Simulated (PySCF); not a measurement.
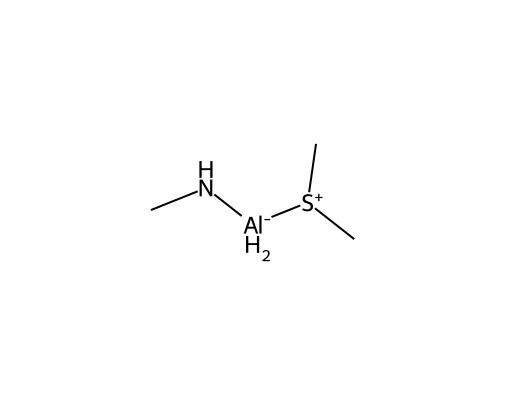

A structural formula.

Question: Transcribe the drawing into SMILES.

Answer: C[NH][AlH2-][S+](C)C

Question: Give the formula, hydrogens included.

Answer: C3H12AlNS.

Question: An optimisation with PBE0-D3(BJ)/def2-SVP gave a structure of which point group?

Answer: C1. Other conformers may differ.

More results for the same structure follow; atom numbers are the same in all pictures, views and colours differ. The geometry was computed by an optimisation with PBE0-D3(BJ)/def2-SVP. No frequency run is at hand to confirm it as a minimum.

**Shape**

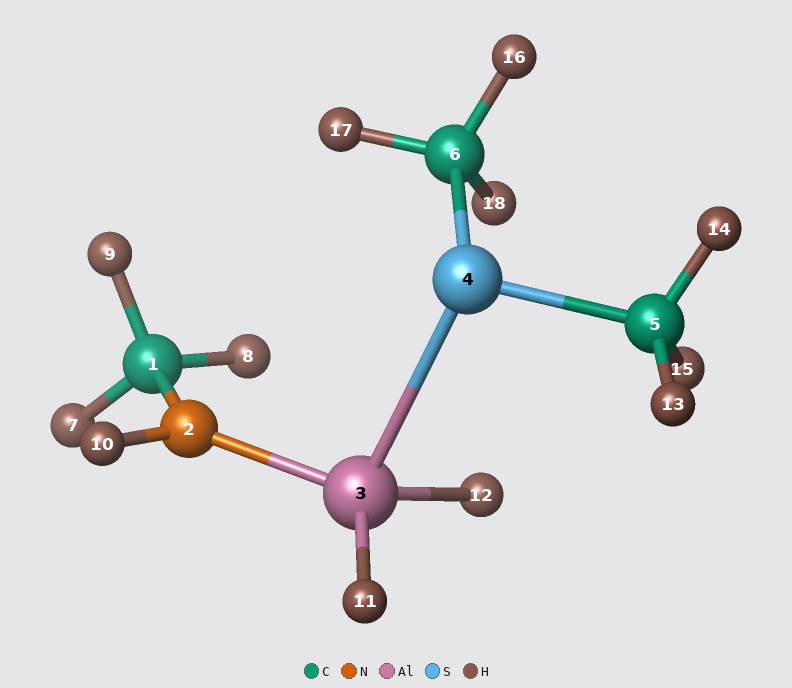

Atoms carry their numbers in the input. No frequency run is at hand to confirm it as a minimum.

Estimate the angles N2–C1–H7, N2–C1–H9, N2–Al3–S4, N2–Al3–H11, Al3–S4–C5, Al3–S4–C6, S4–Al3–H11, S4–C5–H13, S4–C5–H14, S4–C5–H15, S4–C6–H17, C5–S4–C6.

```csv
angle,degrees
N2–C1–H7,113.4
N2–C1–H9,113.8
N2–Al3–S4,103.2
N2–Al3–H11,117.9
Al3–S4–C5,100.9
Al3–S4–C6,98.0
S4–Al3–H11,97.8
S4–C5–H13,106.8
S4–C5–H14,110.1
S4–C5–H15,110.2
S4–C6–H17,106.4
C5–S4–C6,101.1
```

**NMR shielding**

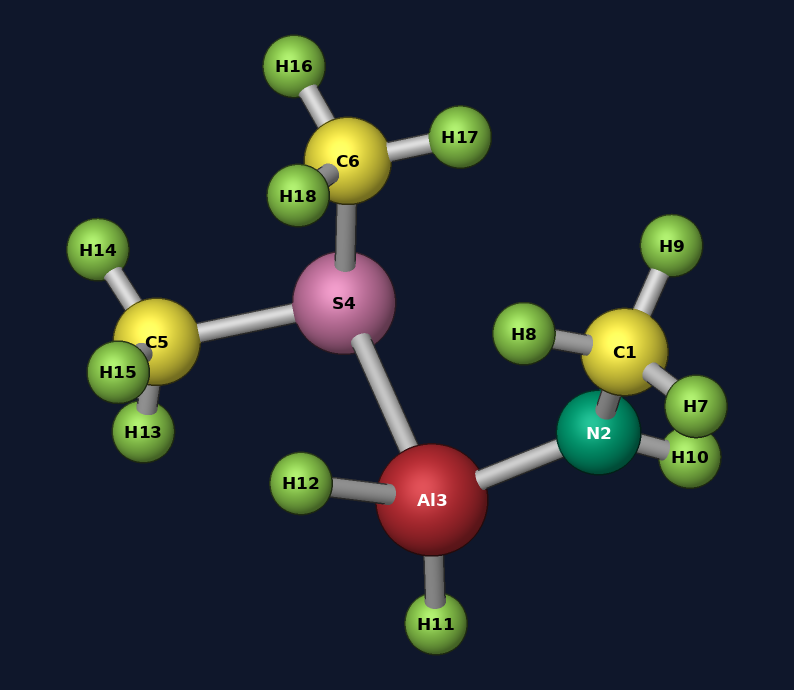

No frequency run is at hand to confirm it as a minimum. Level of theory: GIAO PBE0/pcSseg-1 NMR shielding, non-relativistic, gas phase (PySCF 2.14.0). Principal shieldings σ11 ≤ σ22 ≤ σ33, span Ω = σ33 − σ11, skew κ = 3(σiso − σ22)/Ω.

Give the shielding tensors of the S atoms.

| atom | σ11 | σ22 | σ33 | σiso | Ω | κ |
| --- | --- | --- | --- | --- | --- | --- |
| S4 | 455.5 | 580.8 | 730.0 | 588.8 | 274.5 | 0.09 |

Shieldings and span in ppm.

**Polarisability**

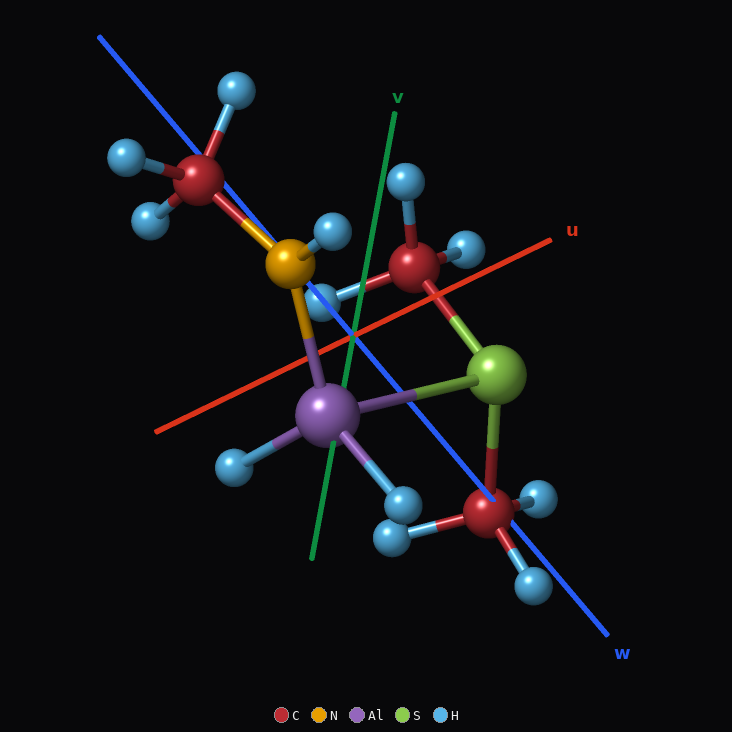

The lines u, v and w are the principal axes of the static dipole polarisability. No frequency run is at hand to confirm it as a minimum. Computed with ωB97X-D/def2-SVPD (PySCF 2.14.0).

Question: Along which axis is the molecule most polarisable, and along which least?

Answer: Most along w, least along u.

Question: Give the three principal values.

Answer: u 85.3, v 99.8, w 110.9 bohr³; mean 98.7, anisotropy 22.3 bohr³.

**Core levels**

No frequency run is at hand to confirm it as a minimum. Properties computed with delta-SCF UKS SCAN, pcX-2 on the ionised atom, pcseg-1 elsewhere, spin-free X2C (PySCF 2.14.0).

Give the core-electron binding energies (to vacuum; p and d levels without spin–orbit splitting) of C1 1s, N2 1s, Al3 1s, Al3 2p, S4 1s, S4 2p, C5 1s.

| atom | level | binding energy (eV) |
| --- | --- | --- |
| C1 | 1s | 291.0 |
| N2 | 1s | 403.2 |
| Al3 | 1s | 1565.3 |
| Al3 | 2p | 78.9 |
| S4 | 1s | 2478.0 |
| S4 | 2p | 170.5 |
| C5 | 1s | 291.7 |
